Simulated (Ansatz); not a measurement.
# CH3B (SMILES B[CH]): levels of theory compared

Aim: a comparison of 6 runs (U-r2SCAN/STO-3G, UCAM-B3LYP/STO-3G, UHSE06/STO-3G, UCCSDT/STO-3G, UCCSDTQ/STO-3G, UCCSD(T)/STO-3G) of CH3B. 

The results are computed with Ansatz 0.2.0.

49 further runs of the same task are left out: 3 that didn't finish, 46 set aside as unsound or not needed.

## Step 1: The molecule

The species is CH3B (5 atoms), meant as a triplet with charge 0. As SMILES, `B[CH]`. The C2–B1 distance was set to 2.194 Å, away from the relaxed value.

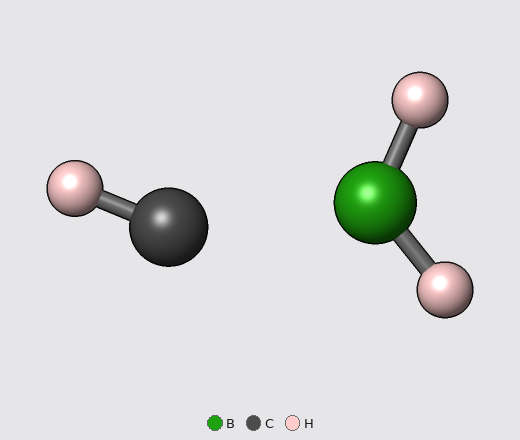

Viewed from a chosen angle; boron green, carbon dark grey, hydrogen pink.

## Step 2: The energy at U-r2SCAN/STO-3G (run 1)

input.yaml reads:

```yaml
crystal:
  periodic: [false, false, false]
  atoms:
    - {symbol: B, position_ang: [-0.782441, -0.991870, -0.036055]}
    - {symbol: C, position_ang: [0.507540, 0.779550, -0.141970]}
    - {symbol: H, position_ang: [-0.738541, -1.708720, 0.902125]}
    - {symbol: H, position_ang: [-1.534611, -1.263210, -0.896065]}
    - {symbol: H, position_ang: [1.258080, 1.412850, 0.277880]}
basis:
  gaussian: {orbitals: STO-3G}
magnetization: {spin_polarized: true, initial_magnetization: 2}
hamiltonian: {xc: r2scan}
accuracy: high
```

Run with:

```console
ansatz run input.yaml --threads 1 --pin off --max-ram 2610MiB --events-out events.jsonl --progress --plain --runs-dir runs
```

The log of the run:

```text
Warning: RAYON_NUM_THREADS=1 ignored (pool sized by the plan → 1); use --threads N
Functional definition: r2SCAN
  name "r2SCAN"
  parameter k0 = 0.174
  parameter k1 = 0.065
  parameter a1 = 4.9479
  exchange = r2scan_x(k0 = k0, k1 = k1, a1 = a1)
  correlation = r2scan_c
206 factors; integrals over basis functions are off by at most 5.2e-9 eV
mean field evaluation 1: about -1730.6635 eV, gradient 9.5e0 eV
mean field evaluation 2: about -1721.5061 eV, gradient 3.2e1 eV
mean field evaluation 4: about -1731.5948 eV, gradient 1.3e0 eV
mean field evaluation 8: about -1731.5281 eV, gradient 4.5e-2 eV
mean field evaluation 16: about -1731.5282 eV, gradient 3.9e-6 eV
mean field -1731.52821528 eV, -63.6324882394 hartree, gradient 4.4e-8 eV, S^2 2.033819; 0 other end points of the search recorded, 0 dependent functions left out
reference -1731.52821609 eV, -63.6324882694 hartree; 8, 6 occupied and 5, 7 virtual orbitals, 206 factors
Total energy: -1731.52821609 eV, -63.6324882694 hartree
```

Wall time 2.6 s (1 thread of Arm Neoverse V1, shared host); peak memory 0.18 GiB.

## Step 3: A single-point energy at UCAM-B3LYP/STO-3G (run 2)

input.yaml, as its differences from that of step 2:

```diff
@@ -10,4 +10,4 @@
   gaussian: {orbitals: STO-3G}
+accuracy: high
 magnetization: {spin_polarized: true, initial_magnetization: 2}
-hamiltonian: {xc: r2scan}
-accuracy: high
+hamiltonian: {xc: {name: CAM-B3LYP}}
```

Run with:

```console
ansatz run input.yaml --threads 1 --pin off --max-ram 2610MiB --events-out events.jsonl --progress --plain --runs-dir runs
```

The log of the run:

```text
Warning: RAYON_NUM_THREADS=1 ignored (pool sized by the plan → 1); use --threads N
Functional definition: CAM-B3LYP
  name "CAM-B3LYP"
  parameter alpha = 0.19
  parameter beta = 0.46
  parameter omega = 0.33/bohr
  parameter ac = 0.81
  exchange = (1 - alpha - beta)*b88_x + beta*b88_x_sr(omega) + alpha*exact_x + beta*exact_x_lr(omega)
  correlation = (1 - ac)*vwn5_c + ac*lyp_c
206 factors; integrals over basis functions are off by at most 5.2e-9 eV
138 factors; integrals over basis functions are off by at most 1.1e-9 eV
mean field evaluation 1: about -1729.9177 eV, gradient 1.0e1 eV
mean field evaluation 2: about -1729.8074 eV, gradient 1.2e1 eV
mean field evaluation 4: about -1731.1150 eV, gradient 5.7e-1 eV
mean field evaluation 8: about -1731.0609 eV, gradient 4.5e-2 eV
mean field evaluation 16: about -1731.0610 eV, gradient 1.0e-5 eV
mean field -1731.06097743 eV, -63.6153175654 hartree, gradient 7.3e-8 eV, S^2 2.020603; 0 other end points of the search recorded, 0 dependent functions left out
reference -1731.06099008 eV, -63.6153180303 hartree; 8, 6 occupied and 5, 7 virtual orbitals, 206 factors
Total energy: -1731.06099008 eV, -63.6153180303 hartree
```

Wall time 1.5 s (1 thread of Arm Neoverse V1, shared host); peak memory 0.11 GiB.

Runs 3 to 5 aren't shown in full; the table further down has their settings and results.

## Step 4: The energy at UCCSD(T)/STO-3G (run 6)

input.yaml, as its differences from that of step 3:

```diff
@@ -9,5 +9,12 @@
 basis:
-  gaussian: {orbitals: STO-3G}
+  gaussian:
+    orbitals: STO-3G
+magnetization:
+  spin_polarized: true
+  initial_magnetization: 2
+correlation:
+  method: ccsd_t
+  frozen_orbitals: {B: 1, C: 1, H: 0}
 accuracy: high
-magnetization: {spin_polarized: true, initial_magnetization: 2}
-hamiltonian: {xc: {name: CAM-B3LYP}}
+scf:
+  omitted_lower_state_checks: [cluster_reference, increment]
```

Run with:

```console
ansatz run input.yaml --threads 1 --pin off --max-ram 2610MiB --events-out events.jsonl --progress --plain --runs-dir runs
```

The log of the run:

```text
Warning: RAYON_NUM_THREADS=1 ignored (pool sized by the plan → 1); use --threads N
Functional definition: HF
  name "HF"
  exchange = exact_x
  correlation = 0
these checks for a lower state are left out or cut short: cluster_reference, increment
206 factors; integrals over basis functions are off by at most 5.2e-9 eV
mean field evaluation 1: about -1719.2085 eV, gradient 1.1e1 eV
mean field evaluation 2: about -1719.2178 eV, gradient 1.1e1 eV
mean field evaluation 4: about -1721.0647 eV, gradient 2.3e0 eV
mean field evaluation 8: about -1721.4927 eV, gradient 1.5e0 eV
mean field evaluation 16: about -1721.5588 eV, gradient 7.1e-6 eV
mean field -1721.55881636 eV, -63.2661195867 hartree, gradient 1.6e-8 eV, S^2 2.328506; 0 other end points of the search recorded, 0 dependent functions left out
2 core orbitals not correlated: weight in the atoms' cores, before any rotation towards them, 1.000 or more for the frozen orbitals, at most 0.000 for the correlated occupied ones
reference -1721.55881636 eV, -63.2661195867 hartree; 6, 4 occupied and 5, 7 virtual orbitals, 206 factors
second order -1.36566779 eV of doubles, -0.00000000 eV of singles
cycle   1  -1.83206141 eV  change   -4.7e-1 eV  update   7.1e-2
cycle   2  -2.22781321 eV  change   -4.0e-1 eV  update   5.0e-2
cycle   3  -2.43916590 eV  change   -2.1e-1 eV  update   3.2e-2
cycle   4  -2.48297502 eV  change   -4.4e-2 eV  update   1.3e-2
cycle   5  -2.50068637 eV  change   -1.8e-2 eV  update   6.3e-3
cycle   6  -2.50519930 eV  change   -4.5e-3 eV  update   3.2e-3
cycle   7  -2.50960620 eV  change   -4.4e-3 eV  update   1.9e-3
cycle   8  -2.51160430 eV  change   -2.0e-3 eV  update   1.1e-3
cycle   9  -2.51180350 eV  change   -2.0e-4 eV  update   6.4e-4
cycle  10  -2.51243570 eV  change   -6.3e-4 eV  update   3.1e-4
cycle  11  -2.51237131 eV  change    6.4e-5 eV  update   1.1e-4
cycle  12  -2.51240811 eV  change   -3.7e-5 eV  update   4.1e-5
cycle  13  -2.51241511 eV  change   -7.0e-6 eV  update   1.9e-5
cycle  14  -2.51244369 eV  change   -2.9e-5 eV  update   9.4e-6
cycle  15  -2.51244778 eV  change   -4.1e-6 eV  update   4.7e-6
cycle  16  -2.51244757 eV  change    2.1e-7 eV  update   2.4e-6
cycle  17  -2.51244790 eV  change   -3.3e-7 eV  update   1.3e-6
cycle  18  -2.51244835 eV  change   -4.5e-7 eV  update   5.5e-7
cycle  19  -2.51244862 eV  change   -2.6e-7 eV  update   3.1e-7
cycle  20  -2.51244890 eV  change   -2.8e-7 eV  update   1.8e-7
cycle  21  -2.51244895 eV  change   -5.2e-8 eV  update   9.0e-8
cycle  22  -2.51244896 eV  change   -9.5e-9 eV  update   5.6e-8
cycle  23  -2.51244900 eV  change   -4.3e-8 eV  update   4.7e-8
cycle  24  -2.51244905 eV  change   -5.2e-8 eV  update   3.4e-8
cycle  25  -2.51244901 eV  change    4.2e-8 eV  update   7.0e-8
cycle  26  -2.51244894 eV  change    6.8e-8 eV  update   3.3e-8
cycle  27  -2.51244892 eV  change    2.0e-8 eV  update   1.3e-8
cycle  28  -2.51244891 eV  change    1.3e-8 eV  update   5.8e-9
cycle  29  -2.51244891 eV  change    1.3e-9 eV  update   3.5e-9
cycle  30  -2.51244891 eV  change   -4.1e-9 eV  update   2.5e-9
cycle  31  -2.51244892 eV  change   -6.0e-9 eV  update   1.7e-9
cycle  32  -2.51244892 eV  change   -2.1e-9 eV  update  7.9e-10
cycle  33  -2.51244892 eV  change   -2.1e-9 eV  update  4.5e-10
cycle  34  -2.51244893 eV  change  -8.7e-10 eV  update  2.2e-10
cycle  35  -2.51244893 eV  change  -4.2e-10 eV  update  1.2e-10
perturbative correction -0.03067237 eV, -0.0011271889 hartree
Total energy: -1724.10193766 eV, -63.3595775707 hartree
Checks for a lower state left out: cluster_reference, increment
```

Run time: 0.16 s. Hardware: 1 thread of Arm Neoverse V1, shared host.

## Step 5: All runs side by side

```csv
run,level,frozen core orbitals,energy (Eh),⟨S²⟩,wall time
1,U-r2SCAN/STO-3G,–,-63.632488,2.034,2.6 s
2,UCAM-B3LYP/STO-3G,–,-63.615318,2.021,1.5 s
3,UHSE06/STO-3G,–,-63.575915,2.023,1.6 s
4,UCCSDT/STO-3G,2,-63.360619,2.329,0.52 s
5,UCCSDTQ/STO-3G,2,-63.360697,2.329,15 s
6,UCCSD(T)/STO-3G,2,-63.359578,2.329,0.16 s
```

## Step 6: What came out

```
                                          quantity         value
                               run 6: total energy  -63.35958 Eh
run 6: correlation energy (2 core orbitals frozen)     -93.5 mEh
                             run 6: (T) correction     -1.13 mEh
          run 6: ⟨S²⟩ of the reference determinant         2.329
                              run 6: T1 diagnostic         0.054
```

What this shows: Totals of different functionals can't be ranked against each other. In runs 1, 2, 3, 4, 5, 6 the basis is minimal, so the values are rough. Spin contamination of the reference: run 4 ⟨S²⟩ = 2.33, run 5 ⟨S²⟩ = 2.33, run 6 ⟨S²⟩ = 2.33. All runs together took 21 s, the longest 15 s.
